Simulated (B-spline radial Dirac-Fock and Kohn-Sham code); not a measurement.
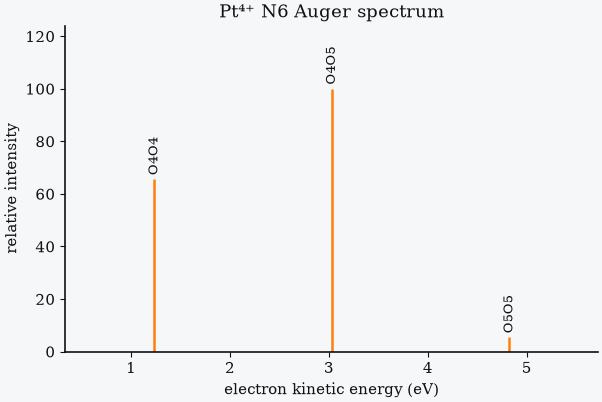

Auger groups that fill an N6 (4f5/2) hole, as sticks. Kinetic energies count from the vacuum level; very weak lines are left out. Species: Pt⁴⁺ ([Xe] 4f14 5d6). Computed with a B-spline radial code: independent-particle Coulomb rates on relativistic LDA orbitals, configuration-average energies from Dirac–Fock.

Summarise the result.

The strongest group is N6-O4O5 at 3.027 eV (58 % of the non-radiative width), followed by N6-O4O4 at 1.233 eV (38 %), N6-O5O5 at 4.822 eV (3.2 %). The lines shown span 1.233 eV to 4.822 eV.
